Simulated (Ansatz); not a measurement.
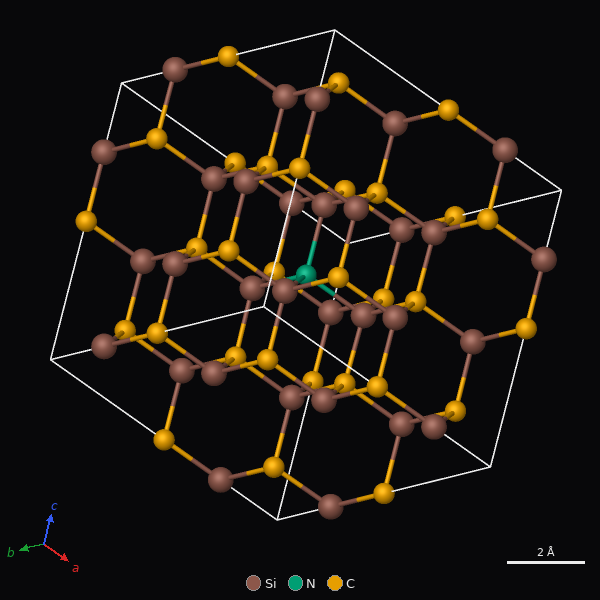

Structure drawing (ball-and-stick), viewed from a general direction. Atoms at the boundary of the supercell (the box) are drawn once for each face, edge or corner they touch. The host is SiC, in a cell of 32 sites, and the cell carries a charge of +1.

Q: What imperfection does the supercell contain?

A: Nitrogen on a carbon site (a substitutional impurity). It is bonded to four Si in a tetrahedral arrangement at about 1.9 Å.

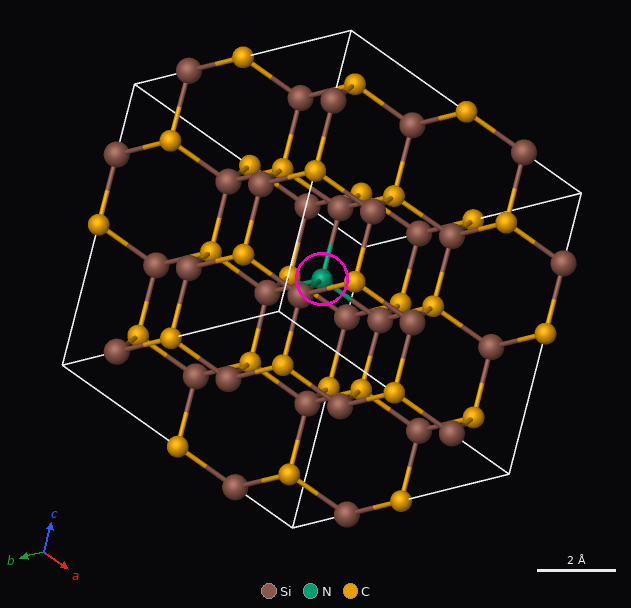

The same cell with a ring at the defect's site.

The atoms were relaxed in the host's cell with DFT LDA, scalar-relativistic, plane waves, PAW in Ansatz.
